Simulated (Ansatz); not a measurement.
# Calculations on CH4SSi

Part 1: Relaxation

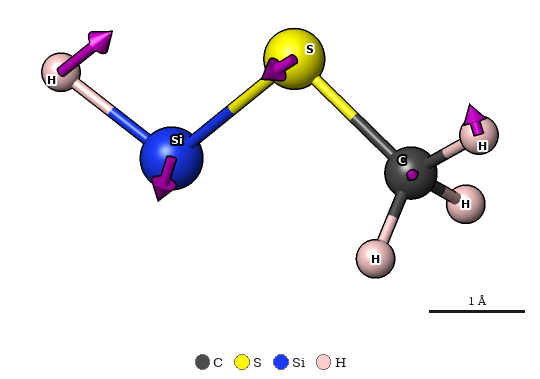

This is a relaxation of CH4SSi. The starting structure is drawn; purple arrows show the displacements, 3 times their true length. The two geometries are superimposed by the best rigid fit.

A ball-and-stick model, seen at a tilt.

The run prepares an end point of a later path (torsion) calculation, from a guessed geometry.

Level of theory: Ansatz, RKS B3LYP-D4/def2-SVP.

Input file:
```yaml
crystal:
  periodic: [false, false, false]
  atoms:
    - { symbol: C, position_ang: [-0.8138, 0.6434, -0.3067] }
    - { symbol: S, position_ang: [-0.1313, -0.3543, 0.9605] }
    - { symbol: Si, position_ang: [1.6287, -1.1128, 0.0323] }
    - { symbol: H, position_ang: [-1.7157, 1.136, 0.0578] }
    - { symbol: H, position_ang: [-0.1826, 1.4947, -0.6102] }
    - { symbol: H, position_ang: [-1.0985, 0.1139, -1.2098] }
    - { symbol: H, position_ang: [2.3744, -1.9888, 1.0304] }
basis:
  gaussian: { orbitals: def2-SVP }
hamiltonian:
  xc: b3lyp
  dispersion: d4
relax:
  f_tol: 0.015
  max_steps: 40
output:
  orbitals: {}
```

Run as
```bash
ansatz run input.yaml --threads 1 --pin off --max-ram 2048MiB --backend cpu --events-out ev --progress --plain --runs-dir out
```

### Describe the change and its energy.

The atom that moves furthest after the best rigid fit is H7 (0.28 Å). Largest moves by element: H 0.28 Å, Si 0.18 Å, S 0.16 Å, C 0.04 Å. Near-neighbour distances that change, for instance: C1–S2 1.751 → 1.841 Å, C1–H6 1.085 → 1.098 Å, C1–H4 1.090 → 1.099 Å, Si3–H7 1.523 → 1.531 Å. Among the angles between lasting bonds that change: S2–Si3–H7 108.9° → 89.1°, H4–C1–H5 102.5° → 109.2°, S2–C1–H5 114.6° → 110.7°. The energy falls by 34.3 kJ/mol in 5 geometry steps. The largest force component goes from 1.8 to 0.01 eV/Å.

Part 2: Relaxation

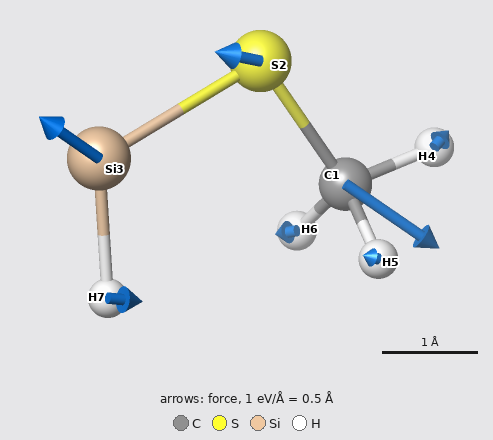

Starting geometry of CH$_{4}$SSi with the computed forces as blue arrows. Style: ball-and-stick. Shown at a tilt.

The run prepares an end point of a later path (torsion) calculation, from a guessed geometry.

Level of theory: RKS B3LYP-D4/def2-SVP (Ansatz 0.2.0).

Input
```yaml
crystal:
  periodic: [false, false, false]
  atoms:
    - { symbol: C, position_ang: [-0.8138, 0.6434, -0.3067] }
    - { symbol: S, position_ang: [-0.1313, -0.3543, 0.9605] }
    - { symbol: Si, position_ang: [1.6287, -1.1128, 0.0323] }
    - { symbol: H, position_ang: [-1.7157, 1.136, 0.0578] }
    - { symbol: H, position_ang: [-0.1826, 1.4947, -0.6102] }
    - { symbol: H, position_ang: [-1.0985, 0.1139, -1.2098] }
    - { symbol: H, position_ang: [1.69843, -0.58822, -1.39585] }
basis:
  gaussian: { orbitals: def2-SVP }
hamiltonian:
  xc: b3lyp
  dispersion: d4
relax:
  f_tol: 0.015
  max_steps: 40
output:
  orbitals: {}
```

Launched with:
```bash
ansatz run input.yaml --threads 1 --pin off --max-ram 2048MiB --backend cpu --events-out ev --progress --plain --runs-dir out
```

What follows when this structure is relaxed?

It isn't relaxed: the largest force vector, on C1, is 2.48 eV/Å. The final displacements follow the starting forces only in part (cosine between the two patterns 0.71). After 5 accepted moves (6 points after the start) the energy has fallen by 33.6 kJ/mol. Largest force component: 2 eV/Å at the start, 0.0061 eV/Å at the end. The line search rejected the trial step at point 5 of the run. The largest move after the best rigid fit is that of H7, 0.17 Å. Largest moves by element: H 0.17 Å, Si 0.16 Å, S 0.11 Å, C 0.09 Å. Some distances before and after: C1–S2 1.751 → 1.841 Å, Si3–H7 1.523 → 1.536 Å, C1–H6 1.085 → 1.098 Å, C1–H4 1.090 → 1.099 Å. Among the angles between lasting bonds that change: S2–Si3–H7 108.9° → 94.6°, C1–S2–Si3 102.1° → 109.4°, H4–C1–H5 102.5° → 109.5°. The run took 16 s on 1 thread of Arm Neoverse V2, on a shared host, peak memory 0.23 GiB.

Part 3: Path

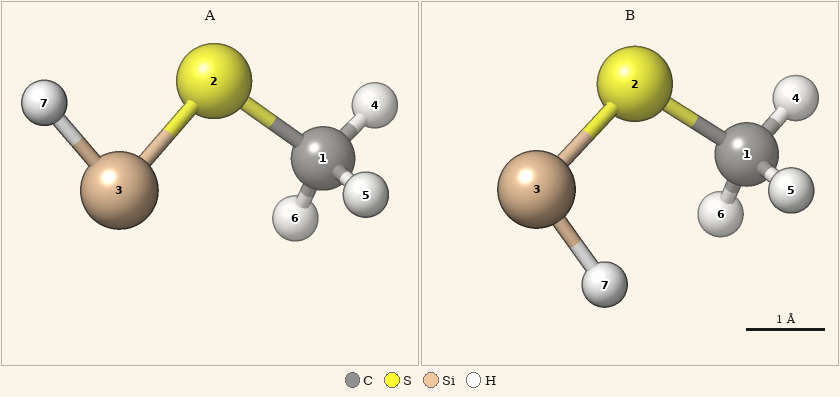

The two relaxed end points of a path for CH₄SSi. Style: ball-and-stick. Shown at a tilt.

The calculation used RKS B3LYP-D4/def2-SVP (Ansatz 0.2.0).

Settings: 7 movable images; climbing image; force threshold 0.03 eV/Å; iteration limit 60.

Start:
```xyz
7

C    -0.8231    0.6749   -0.3216
S     0.0182   -0.4038    0.9101
Si    1.7450   -1.1162   -0.1099
H    -1.7282    1.0728    0.1575
H    -0.1726    1.5100   -0.6147
H    -1.1089    0.0980   -1.2115
H     2.1309   -1.9037    1.1445
```

End:
```xyz
7

C    -0.6757    0.5475   -0.2513
S    -0.2671   -0.3754    1.2884
Si    1.5488   -1.4596    1.0061
H    -1.6128    1.0942   -0.0731
H     0.1250    1.2595   -0.4896
H    -0.8118   -0.1516   -1.0866
H     1.7548   -0.9825   -0.4396
```

Predict the minimum-energy path and its barrier.

Answer. Forward barrier 0.93 eV, backward barrier 0.84 eV, with image 4 at the top; the reaction energy is +0.09 eV. The motion is a rotation about the S2–Si3 bond by about 180°. No bond forms or breaks between the ends. Among the angles between lasting bonds that change up to the highest image: C1–S2–Si3 104.3° → 91.2°, S2–Si3–H7 89.1° → 97.5°. The band converged in 11 iterations. The largest component of the band force went from 25 to 0.023 eV/Å. The climbing image converged on the top of the path. Its vibrational analysis gives one imaginary mode (545i cm⁻¹), as a transition state must have.

Energies of the converged images:

```json
{"image": "0", "path (Å)": "0.00", "E (eV)": "0.000"}
{"image": "1", "path (Å)": "0.49", "E (eV)": "0.047"}
{"image": "2", "path (Å)": "0.98", "E (eV)": "0.333"}
{"image": "3", "path (Å)": "1.47", "E (eV)": "0.719"}
{"image": "4", "path (Å)": "1.95", "E (eV)": "0.930"}
{"image": "5", "path (Å)": "2.41", "E (eV)": "0.662"}
{"image": "6", "path (Å)": "2.87", "E (eV)": "0.238"}
{"image": "7", "path (Å)": "3.33", "E (eV)": "0.087"}
{"image": "8", "path (Å)": "3.79", "E (eV)": "0.087"}
```

The geometry at the top of the path:

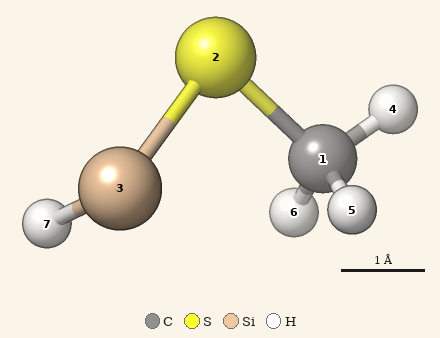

Cost: 2.5 min on 1 thread of Arm Neoverse V2, with other jobs on the host, peak memory 0.24 GiB.
